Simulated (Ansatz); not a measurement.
# BH6NSi (SMILES BN[SiH3]): what the fields show

```yaml
atoms:
  - { symbol: B, position_ang: [-0.3246, -0.1478, 0.0618] }
  - { symbol: N, position_ang: [-1.2984, -1.0710, -0.3570] }
  - { symbol: Si, position_ang: [-1.4340, -1.8326, -1.9407] }
  - { symbol: H, position_ang: [-0.3650, 0.2891, 1.1894] }
  - { symbol: H, position_ang: [0.5371, 0.1923, -0.7165] }
  - { symbol: H, position_ang: [-2.0044, -1.3285, 0.3316] }
  - { symbol: H, position_ang: [-1.3541, -3.3189, -1.8121] }
  - { symbol: H, position_ang: [-0.3199, -1.3258, -2.7834] }
  - { symbol: H, position_ang: [-2.7502, -1.5029, -2.5659] }
```

Geometry: r2SCAN-D4/def2-SVP.

Level of theory: isolated molecule in a Gaussian basis; Kohn-Sham density functional theory, functional PBE0 in Ansatz.

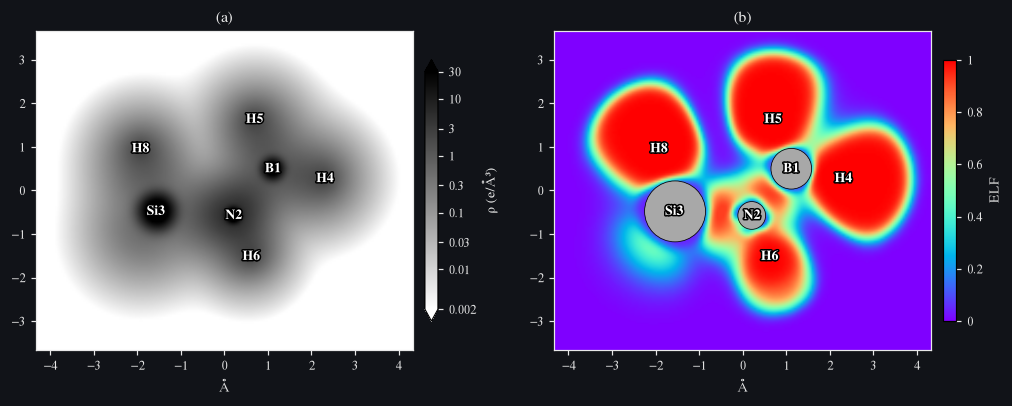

Figure 1. (a) total electron density; (b) electron localisation function on the plane of atoms Si3, N2 and H6. Grey discs cover the atomic cores in the ELF map.

### Interpret the plot.

The section cuts through B, N, Si and H sites. B–N (1.41 Å): the density is about 1.9 e/Å³ at the midpoint; the ELF peaks at about 0.90 between the atoms; a polar covalent bond. Si–N (1.76 Å): ρ is about 1 e/Å³ halfway; the ELF peaks at about 0.90 between the atoms: a polar covalent bond. N–H (1.02 Å): the density is about 2.8 e/Å³ at the midpoint; the ELF climbs to about 1 towards the hydrogen, as it does in any bond to H: a covalent bond by its length. B–H (1.21 Å): the density is about 1.2 e/Å³ at the midpoint; the ELF climbs to about 1 towards the hydrogen; an ordinary covalent bond to hydrogen. Si–H (1.49 Å): ρ at the midpoint is about 0.82 e/Å³; the ELF climbs to about 1 towards the hydrogen.

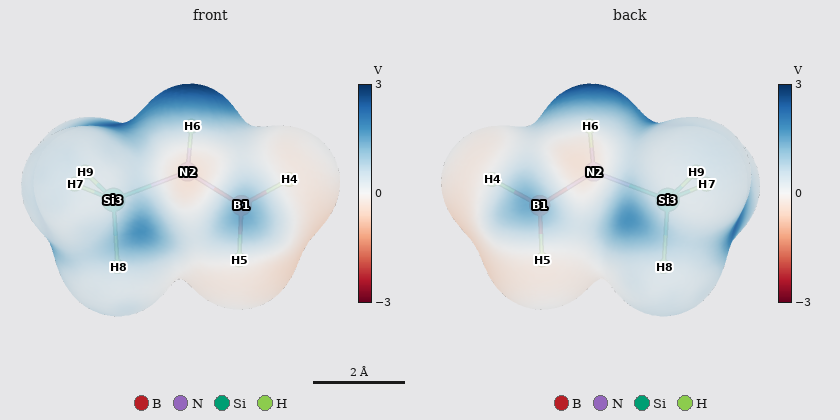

Figure 2. The molecular electrostatic potential painted on the density surface at 0.004 e/bohr³, seen from the front and from behind; the colour scale runs from red (negative) to blue (positive).

### Describe the electrostatic potential map.

The most negative region (about −0.5 V, or −12 kcal/mol for a unit charge) lies over H4 and H5, the most positive (about +2.8 V, or +65 kcal/mol for a unit charge) over H6.

### How polar is the molecule by this calculation?

Its dipole moment is 1.39 D.

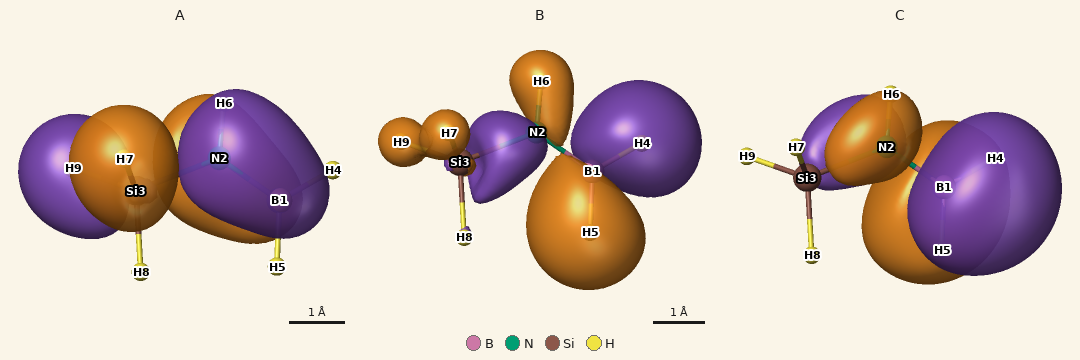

Figure 3. Three frontier orbitals at ±0.08 Å⁻³ᐟ² (orange and purple are the two phases), in no order.

### Which picture is the HOMO−1, the HOMO and the LUMO?

B is the HOMO−1 (−8.88 eV). Its weight (Hirshfeld) is mainly on B1 (about 35 %), H4 (about 25 %), H5 (about 20 %) and N2 (about 10 %). A is the HOMO (−8.51 eV). It lies mainly on N2 (about 45 %), Si3 (about 15 %), B1 (about 15 %), H7 (about 10 %) and H9 (about 10 %). C is the LUMO (−0.24 eV). Its weight (Hirshfeld) is mainly on B1 (about 60 %), N2 (about 15 %), H4 (about 10 %) and H5 (about 10 %).

### What is the HOMO–LUMO gap?

8.27 eV between the orbital energies.

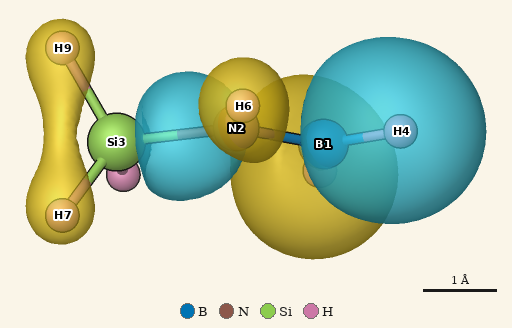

Figure 4. The HOMO−1 at ±0.08 Å⁻³ᐟ² (yellow and cyan are the two phases), seen from one side.

### Describe this orbital and give its energy.

Its weight (Hirshfeld) is mainly on B1 (about 35 %), H4 (about 25 %), H5 (about 20 %) and N2 (about 10 %). Its energy is −8.88 eV.
